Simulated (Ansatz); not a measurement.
**SiPb (model cell, started as NiAs type): phonons and vibrational spectra**

How does SiPb (model cell, started as NiAs type) vibrate, and is this structure a minimum?

Main program and level: Ansatz 0.2.0; DFT PBEsol, scalar-relativistic, plane waves, PAW.

The structure was built from a prototype and need not be the compound's stable phase.

### 1. The starting structure

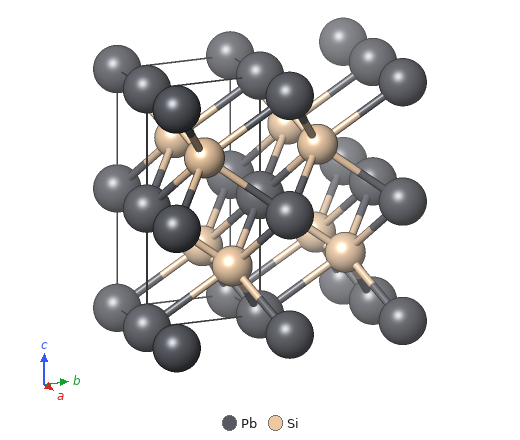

The cell as given, slightly off an axis (lead dark grey, silicon light orange). 2×2×1 cells are drawn. Bonds to atoms that aren't drawn are left out. Some periodic images of atoms are drawn too.

### 2. Rough relaxation

A rough relaxation comes first, because large forces or stress need no tight tolerances yet.

File input.yaml:

```yaml
crystal:
  lattice:
    - [3.73812, 0.0, 0.0]
    - [-1.86906, 3.23731, 0.0]
    - [0.0, 0.0, 5.98099]
  atoms:
    - { symbol: Pb, position: [0.0, 0.0, 0.0] }
    - { symbol: Pb, position: [0.0, 0.0, 0.5] }
    - { symbol: Si, position: [0.333333, 0.666667, 0.25] }
    - { symbol: Si, position: [0.666667, 0.333333, 0.75] }
kpoints:
  mp_grid: { grid: [6, 6, 4] }
hamiltonian:
  xc: pbesol
scf:
  occupations: { method: gaussian, width: 0.1 }
output:
  forces: true
  stress: true
  eigenvalues: true
relax:
  adjacent_minimum: "off"
  f_tol: 0.05
  max_steps: 80
  cell: { stress_tol: 0.5 }
```

Launch:

```sh
> ansatz run input.yaml --threads 4 --pin off --max-ram 7168MiB --backend cpu --events-out ev --progress --plain --runs-dir out
```

Numbers of over 12 decimals in the logs are rounded to 6 here.

Log:

```text
[...]
F+E_penalty+E_count = -24750.72179154 eV   max|allowed force component| = 1.457e-16 eV/Å   (the final SCF, on the basis selected at the relaxed cell)
  cell:  # Å, volume = 98.0675 Å³
    - [4.005299, 0, 0.0]
    - [-2.002649, 3.468691, 0.0]
    - [0, 0.0, 7.058695]
  atoms:
    - { symbol: Pb, position: [0, 0, 0] }
    - { symbol: Pb, position: [0, 0, 0.5] }
    - { symbol: Si, position: [0.333333, 0.666667, 0.25] }
    - { symbol: Si, position: [0.666667, 0.333333, 0.750000] }
[key lines of the parts left out:]
SCF converged after 7 iterations
Free energy (F): -24750.721792 eV
Fermi energy:    9.300881 eV
P = ⅓ Tr σ = 0.0393 GPa (0.393 kbar)
```

Elapsed: 7.9 s, on 4 threads of Arm Neoverse V1, shared host; peak memory 0.41 GiB; 26 s of CPU time.

Relaxation path:

| step | energy less that of the first step (eV) | largest force component (eV/Å) | pressure (GPa) | volume (Å³) |
| --- | --- | --- | --- | --- |
| 1 | 0.0000 | 0.0000 | 39.89 | 72.38 |
| 2 | -1.5306 | 0.0000 | 21.22 | 79.97 |
| 3 | -2.3050 | 0.0000 | 9.49 | 87.48 |
| 4 | -2.5962 | 0.0000 | 2.50 | 94.40 |
| 5 | -2.6298 | 0.0000 | 0.51 | 96.86 |
| 6 | -2.6309 | 0.0000 | -0.09 | 97.80 |
| 7* | -2.6512 | 0.0000 | 0.23 | 97.80 |
| 8 | -2.6523 | 0.0000 | 0.04 | 98.07 |
| 9* | -2.6523 | 0.0000 | 0.04 | 98.07 |

Relaxation steps marked * repeat the geometry before them on a plane-wave basis chosen anew for their cell, so energy and pressure can jump there.

The run keeps the 24 symmetry operations that it works with, so distortions that break them were not tested.

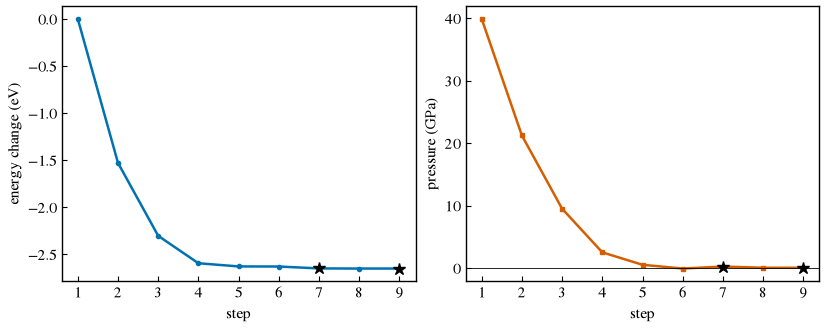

Energy and pressure along the relaxation. Stars mark steps on a basis chosen anew.

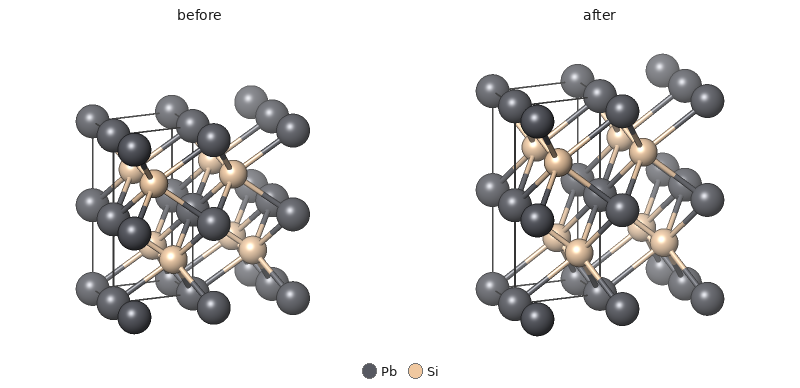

The structure before and after the relaxation, drawn at the same scale. Bonds to atoms that aren't drawn are left out.

| cell as run | before | after | change |
| --- | --- | --- | --- |
| a (Å) | 3.738 | 4.005 | +7.1 % |
| b (Å) | 3.738 | 4.005 | +7.1 % |
| c (Å) | 5.981 | 7.059 | +18.0 % |
| volume (Å³/atom) | 18.09 | 24.52 | +35.5 % |

The relaxed structure:

```cif
data_structure
_symmetry_space_group_name_H-M 'P 1'
_symmetry_Int_Tables_number 1
_cell_length_a 4.0053
_cell_length_b 4.0053
_cell_length_c 7.0587
_cell_angle_alpha 90.000
_cell_angle_beta 90.000
_cell_angle_gamma 120.000
_cell_volume 98.07
loop_
_atom_site_label
_atom_site_type_symbol
_atom_site_fract_x
_atom_site_fract_y
_atom_site_fract_z
_atom_site_occupancy
Pb1 Pb 0.00000 0.00000 0.00000 1
Pb2 Pb 0.00000 0.00000 0.50000 1
Si3 Si 0.33333 0.66667 0.25000 1
Si4 Si 0.66667 0.33333 0.75000 1
```

This step gave:

```yaml
pressure: 0.03931 GPa
volume_per_atom: 24.52 Å³
gap_on_the_k_mesh: 0 eV
```

In this step the volume went from 18.09 to 24.52 Å³/atom.

### 3. Relaxation

Harmonic phonons are second derivatives at a point where the forces vanish, and they are wanted at zero stress, so atoms and cell are relaxed first.

File input.yaml:

```yaml
crystal:
  lattice:
    - [4.0052989299, 0.0, 0.0]
    - [-2.002649465, 3.468690623, 0.0]
    - [0.0, 0.0, 7.0586952731]
  atoms:
    - { symbol: Pb, position: [0.0, 0.0, 0.0] }
    - { symbol: Pb, position: [0.0, 0.0, 0.5] }
    - { symbol: Si, position: [0.3333333333, 0.6666666667, 0.25] }
    - { symbol: Si, position: [0.6666666667, 0.3333333333, 0.75] }
kpoints:
  mp_grid: { grid: [12, 12, 6] }
hamiltonian:
  xc: pbesol
scf:
  occupations: { method: gaussian, width: 0.1 }
output:
  forces: true
  stress: true
  eigenvalues: true
  write_density: true
  write_potential: true
  elf: true
  volumetric_format: npy
relax:
  adjacent_minimum: "off"
  f_tol: 0.005
  max_steps: 80
  cell: { stress_tol: 0.05 }
```

Log:

```text
[...]
Crystal: 4 atoms, lattice volume = 98.067 Å³
Basis set: ecut = 420 eV, 1943 PW (Γ), exchange–correlation on 54×54×96 points (8 copies of the dense FFT grid, shifted against one another)
Bands: 22, of which v1, the nominal top of the filled ones, is band 18 counted from 1 (17 counted from 0)
Symmetry: 24 space group operations
[...]
k-points: 76 of 864
[...]
SCF iter   1: F=—  HF=-24750.707621 eV  |F-HF|=—  |Δ(HF+E_count)|=         —  Δρ=3.04e-3  dr2=1.40e-2  ethr=1.77e-3  ⟨swp⟩=6.2  Hψ=8573  notcnv=0
[...]
SCF iter   7: F=-24750.701567 eV  HF=-24750.701567 eV  |F-HF|=2.00e-9  |Δ(HF+E_count)|=   1.19e-7  Δρ=1.57e-6  dr2=3.80e-9  ethr=2.78e-10  ⟨swp⟩=10.8  Hψ=13468  notcnv=0
SCF 1 converged in 7 iterations: F = -24750.701567 eV  dr2 = 3.80e-9
[...]
relax step   1: F+E_penalty+E_count = -24750.70156695 eV  Δ(F+E_penalty+E_count) = +0.000e0 eV  max|allowed force component| = 5.089e-17 eV/Å  Δτ_max = 0.0000 Å  P = +0.093 GPa  Ω = 98.067 Å³  (7 SCF iters, dr2 threshold 1.00e-7 eV, accepted)
Crystal: 4 atoms, lattice volume = 97.854 Å³
Basis set: ecut = 420 eV, 1921 PW (Γ), exchange–correlation on 54×54×96 points (8 copies of the dense FFT grid, shifted against one another)
[...]
SCF iter   5: F=-24750.724409 eV  HF=-24750.724409 eV  |F-HF|=2.87e-8  |Δ(HF+E_count)|=   2.84e-7  Δρ=1.01e-5  dr2=8.14e-8  ethr=1.11e-9  ⟨swp⟩=9.1  Hψ=14164  notcnv=0
SCF 2 converged in 5 iterations: F = -24750.724409 eV  dr2 = 8.14e-8
[...]
relax step   2: F+E_penalty+E_count = -24750.72440856 eV  Δ(F+E_penalty+E_count) = -2.284e-2 eV  max|allowed force component| = 4.626e-17 eV/Å  Δτ_max = 0.0000 Å  P = -0.167 GPa  Ω = 97.854 Å³  energy of the carried Pulay correction = +3.841e-5 eV  (5 SCF iters, dr2 threshold 4.00e-7 eV, accepted)
Crystal: 4 atoms, lattice volume = 96.092 Å³
Basis set: ecut = 420 eV, 1849 PW (Γ), exchange–correlation on 54×54×96 points (8 copies of the dense FFT grid, shifted against one another)
[...]
SCF iter   5: F=-24750.730871 eV  HF=-24750.730871 eV  |F-HF|=3.63e-9  |Δ(HF+E_count)|=   6.29e-8  Δρ=8.26e-6  dr2=6.87e-8  ethr=1.11e-9  ⟨swp⟩=12.1  Hψ=14502  notcnv=0
SCF 3 converged in 5 iterations: F = -24750.730871 eV  dr2 = 6.87e-8
  Residual-converged pass: ⟨swp⟩=1.1  Hψ=1984  notcnv=0  max |occ|·‖R‖ = 7.1e-9 eV (tolerance 1.0e-8 eV)  dr2=6.87e-8  dr2_onsite=7.16e-9  max |Δocc| = 2.7e-10
relax step   3: F+E_penalty+E_count = -24750.73087135 eV  Δ(F+E_penalty+E_count) = -6.463e-3 eV  max|allowed force component| = 8.327e-17 eV/Å  Δτ_max = 0.0000 Å  P = +0.504 GPa  Ω = 96.092 Å³  energy of the carried Pulay correction = +2.837e-4 eV  (5 SCF iters, dr2 threshold 4.00e-7 eV, accepted)
[...]
relax step   4: F+E_penalty+E_count = -24750.73370608 eV  Δ(F+E_penalty+E_count) = -2.835e-3 eV  max|allowed force component| = 8.789e-17 eV/Å  Δτ_max = 0.0000 Å  P = -0.052 GPa  Ω = 97.258 Å³  energy of the carried Pulay correction = +1.250e-4 eV  (4 SCF iters, dr2 threshold 4.00e-7 eV, accepted)
[...]
relax step   5: F+E_penalty+E_count = -24750.73402351 eV  Δ(F+E_penalty+E_count) = -3.174e-4 eV  max|allowed force component| = 7.401e-17 eV/Å  Δτ_max = 0.0000 Å  P = -0.022 GPa  Ω = 97.128 Å³  energy of the carried Pulay correction = +1.437e-4 eV  (5 SCF iters, dr2 threshold 3.79e-8 eV, accepted)
Basis set: ecut = 420 eV, 1897 PW (Γ), exchange–correlation on 54×54×100 points (8 copies of the dense FFT grid, shifted against one another)
[...]
SCF iter   4: F=-24750.734121 eV  HF=-24750.734121 eV  |F-HF|=7.28e-12  |Δ(HF+E_count)|=  1.20e-10  Δρ=1.52e-7  dr2=1.22e-11  ethr=1.00e-12  ⟨swp⟩=8.3  Hψ=10441  notcnv=0
SCF 6 converged in 4 iterations: F = -24750.734121 eV  dr2 = 1.22e-11
relax step   6: F+E_penalty+E_count = -24750.73412144 eV  Δ(F+E_penalty+E_count) = -9.792e-5 eV  max|allowed force component| = 8.327e-17 eV/Å  Δτ_max = 0.0000 Å  P = -0.022 GPa  Ω = 97.128 Å³  stress off target by 2.55e-2 GPa  SCF on the basis re-selected at this cell (its energy is not comparable with the rows above)  (4 SCF iters)
[...]
SCF converged after 4 iterations
Free energy (F): -24750.734121 eV
[...]
Internal energy: -24750.722736 eV  (E = F + TS)
E sigma→0 (E₀):  -24750.728429 eV
Entropy (-TS):   -0.011385 eV (-2.846 meV/atom)
Fermi energy:    9.367444 eV
[...]
--- Stress (GPa, compression-positive) ---
       -0.025504      -0.000000       0.000000
       -0.000000      -0.025504       0.000000
        0.000000       0.000000      -0.015765
  P = ⅓ Tr σ = -0.0223 GPa (-0.223 kbar)
--- Band table (eV; the first three rows and the last of 76) ---
  k-point 0: bands = [... 14 lower, 8.0958, 9.9367, 9.9367, 11.1504, 11.1504, 12.4584, 13.4348, 13.4348]
  k-point 1: bands = [... 14 lower, 9.2027, 10.0066, 10.0066, 11.0588, 11.0588, 12.3336, 13.3861, 13.3861]
  k-point 2: bands = [... 14 lower, 10.2051, 10.2051, 10.3639, 10.8132, 10.8132, 11.9427, 13.3322, 13.3322]
  k-point 75: bands = [... 14 lower, 5.3608, 5.3608, 8.0519, 8.0519, 9.3820, 9.3820, 10.3518, 10.3518]
--- Relaxed structure (5 steps of the walk, 5 accepted, 1 SCFs on fresh bases) ---
[...]
cell:  # Å, volume = 97.1283 Å³
    - [3.887209, 2.8016356624510652e-11, 0.0]
    - [-1.943605, 3.366422, 0.0]
    - [0.0, 0.0, 7.422311]
  atoms:
    - { symbol: Pb, position: [0, 0, 0] }
    - { symbol: Pb, position: [0, 0, 0.500000] }
    - { symbol: Si, position: [0.333333, 0.666667, 0.250000] }
    - { symbol: Si, position: [0.666667, 0.333333, 0.750000] }
```

Elapsed: 18 s, on 4 threads; peak memory 0.49 GiB.

Step by step:

| step | energy less that of the first step (eV) | largest force component (eV/Å) | pressure (GPa) | volume (Å³) |
| --- | --- | --- | --- | --- |
| 1 | 0.0000 | 0.0000 | 0.09 | 98.07 |
| 2 | -0.0228 | 0.0000 | -0.17 | 97.85 |
| 3 | -0.0293 | 0.0000 | 0.50 | 96.09 |
| 4 | -0.0321 | 0.0000 | -0.05 | 97.26 |
| 5 | -0.0325 | 0.0000 | -0.02 | 97.13 |
| 6* | -0.0326 | 0.0000 | -0.02 | 97.13 |

Relaxation steps marked * repeat the geometry before them on a plane-wave basis chosen anew for their cell, so energy and pressure can jump there.

Forces are held to the 24 operations that the run works with; a distortion that breaks them can't arise in this run.

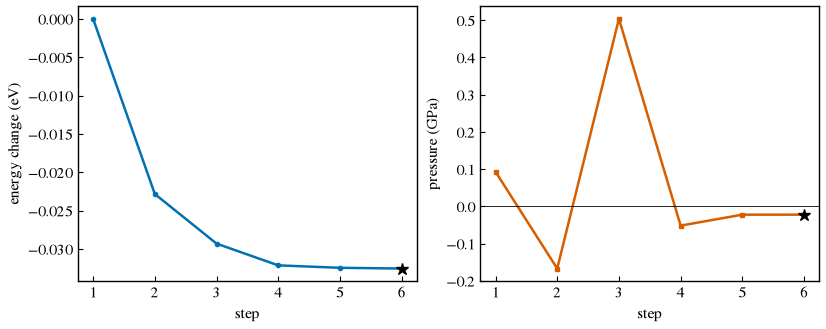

Energy and pressure along the relaxation. Stars mark steps on a basis chosen anew.

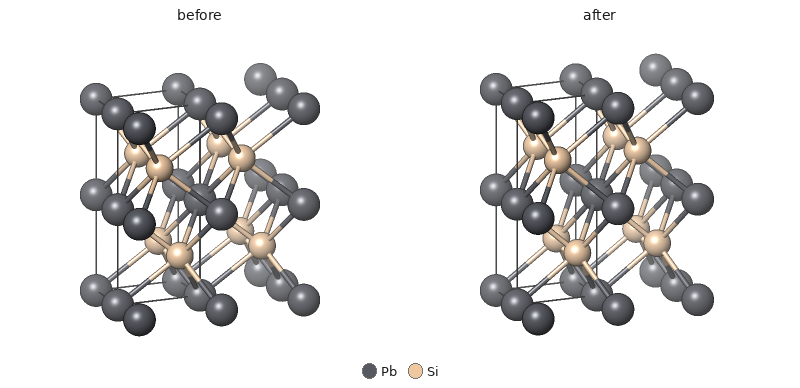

The structure before and after the relaxation, drawn at the same scale. Bonds to atoms that aren't drawn are left out.

| conventional cell, symmetrised | before | after | change |
| --- | --- | --- | --- |
| a (Å) | 4.005 | 3.887 | -2.9 % |
| b (Å) | 4.005 | 3.887 | -2.9 % |
| c (Å) | 7.059 | 7.422 | +5.2 % |
| volume (Å³/atom) | 24.52 | 24.28 | -1.0 % |

The relaxed structure:

```xyz
4
Lattice="3.8872 0.0000 0.0000 -1.9436 3.3664 0.0000 0.0000 0.0000 7.4223" Properties=species:S:1:pos:R:3 pbc="T T T"
Pb    0.0000    0.0000    0.0000
Pb    0.0000    0.0000    3.7112
Si    0.0000    2.2443    1.8556
Si    1.9436    1.1221    5.5667
```

Numbers from this step:

```yaml
pressure: -0.02226 GPa
volume_per_atom: 24.28 Å³
```

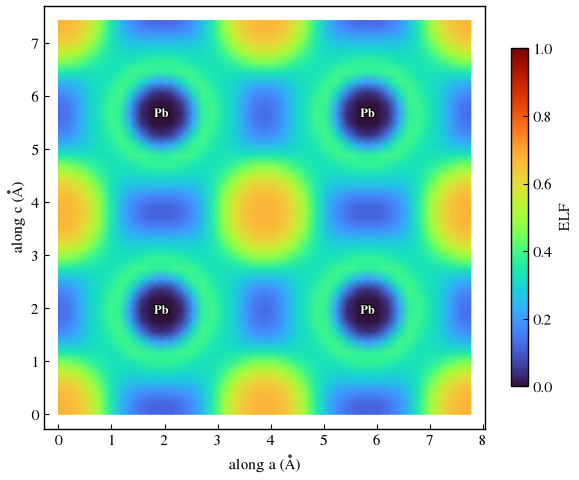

ELF in the ac plane at fractional y = 0.000, with atoms of Pb within 0.2 Å of it. It is the smooth field of the valence electrons, not physical close to the nuclei. The map starts off the cell's origin, so that atoms lie inside it.

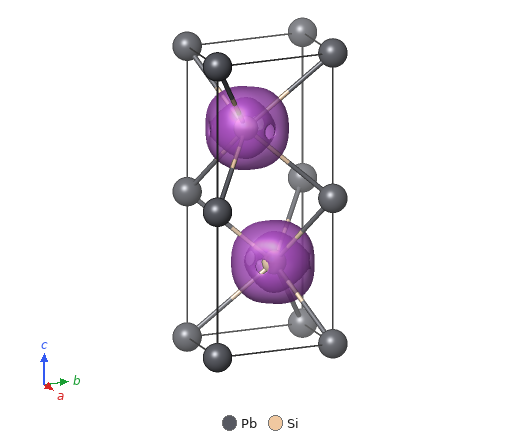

Surface of ELF = 0.73. Bonds to atoms that aren't drawn are left out.

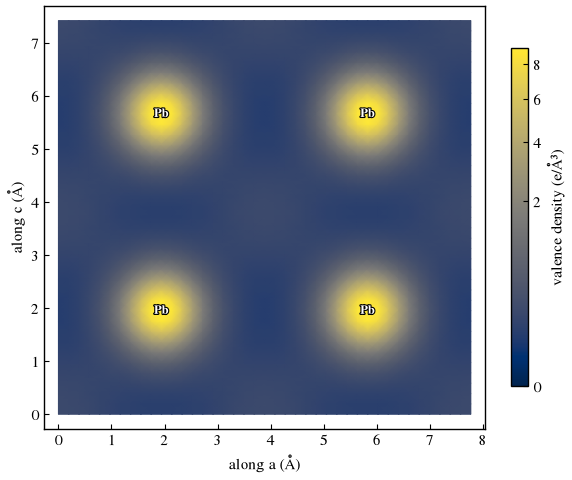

Valence density in the ac plane at fractional y = 0.000, with atoms of Pb within 0.2 Å of it. It is the smooth field of the valence electrons, not physical close to the nuclei. The map starts off the cell's origin, so that atoms lie inside it. The colour scale is stretched toward low values.

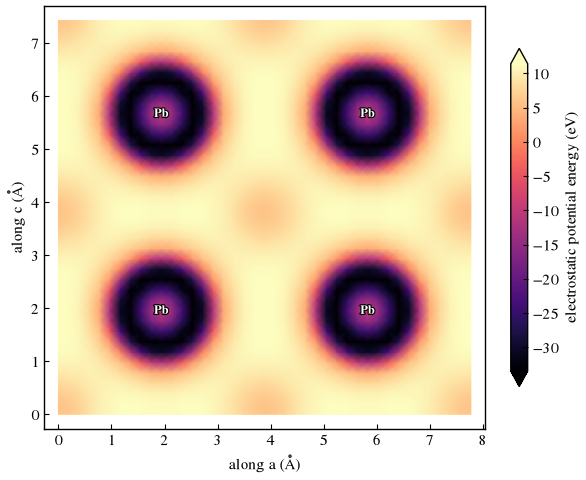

Electrostatic potential energy in the ac plane at fractional y = 0.000, with atoms of Pb within 0.2 Å of it. With pseudopotentials it is smooth inside the atoms' cores, unlike the true potential. The map starts off the cell's origin, so that atoms lie inside it.

In this step the volume went from 24.52 to 24.28 Å³/atom.

(Part 1 of 2 ends here.)

[Logs are printed without paths, hosts, clocks, repeated set-up lines and the standing remarks that a program may print on its own settings, such as how far it seeks lower states.]

[Hosts, paths, dates, database ids (printed as entryN), source tags and the programs' standing remarks are cut or masked in the printed files.]
